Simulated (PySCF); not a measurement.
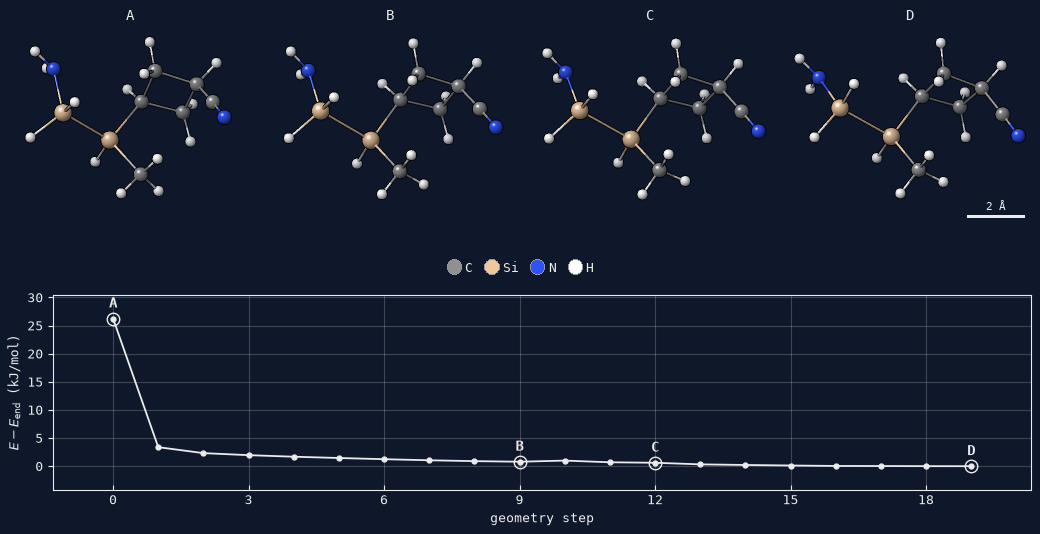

Frames of a relaxation of C$_{6}$H$_{14}$N$_{2}$Si$_{2}$, marked on the history of the run. Style: ball-and-stick. Shown at a tilt.

The start comes from GFN2-xTB. Its atoms were then displaced at random by about 0.01 Å.

All numbers below come from PBE0-D3(BJ)/def2-SVP geometry optimisation, gas phase in PySCF. 

**Describe the path.**

Over 19 geometry steps the energy falls by 26.2 kJ/mol. The atom that moves furthest after the best rigid fit is an H atom (1.03 Å). By element the largest moves are H 1.03 Å, N 1.01 Å, C 0.65 Å, Si 0.21 Å. Among the contacts that change: H–Si 1.455 → 1.507 Å, C–H 1.055 → 1.101 Å, C–Si 1.927 → 1.882 Å, C–C 1.426 → 1.452 Å. Bond angles that change, for instance: Si–Si–H 114.3° → 108.9°, Si–Si–H 115.4° → 110.2°, N–Si–H 102.2° → 106.9°. Groups turn about Si–Si by about 25°, C–Si by about 20°. From step 0 to 9: an N atom moves most (0.67 Å), energy −25.5 kJ/mol. From step 9 to 12: an N atom moves most (0.23 Å), energy −0.18 kJ/mol. From step 12 to 19: an H atom moves most (0.46 Å), energy −0.61 kJ/mol.
